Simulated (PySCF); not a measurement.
# C6H8BNO2 (b-(2-aminophenyl)boronic acid): the cost of one run

Computed with PySCF 2.14.0 and routines of our own; the level stands in each step. Atoms count from 0.

### 1 The starting structure

18 atoms, charge 0, multiplicity 1; geometry from: GFN2-xTB.

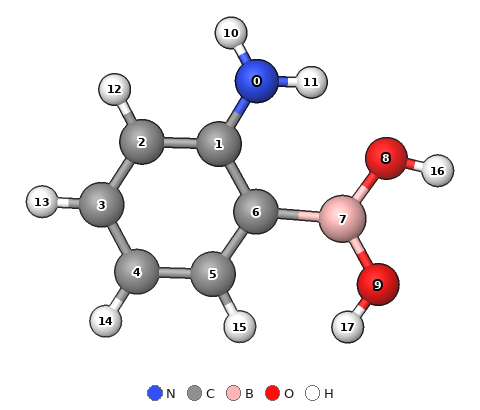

The starting geometry (nitrogen blue, carbon grey, boron pink, oxygen red, hydrogen white).

### 2 Optimising the geometry at PBE0-D3(BJ)/def2-SVP

What the job is given:

```
{"job": {"xc": "PBE0", "basis": "def2-SVP", "d3": "d3bj", "grid": 2, "kind": "geom"}, "charge": 0, "multiplicity": 1}
N     -0.486412     2.103734     0.320778
C     -0.674208     0.764405     0.109466
C     -1.976582     0.253400     0.082041
C     -2.207575    -1.097358    -0.050392
C     -1.138679    -1.973726    -0.162402
C      0.148498    -1.474369    -0.138318
C      0.426574    -0.112119    -0.005834
B      1.922978     0.382421    -0.014831
O      2.230047     1.695843    -0.210962
O      2.986673    -0.454572     0.149542
H     -1.260694     2.714648     0.121507
H      0.434068     2.458286     0.120327
H     -2.807285     0.941028     0.165643
H     -3.221504    -1.470145    -0.071170
H     -1.310620    -3.033770    -0.272842
H      0.971736    -2.170596    -0.245398
H      3.175566     1.853839    -0.210640
H      2.778659    -1.374633     0.301828
```

Launch:

```
OMP_NUM_THREADS=1 python excited_run.py task.json out
```

This one command runs all jobs of the session in turn.

Q: Estimate the wall time and peak memory of this first job on 1 thread of Arm Neoverse V2, shared host.

About 91 s, with a peak of 0.83 GiB.
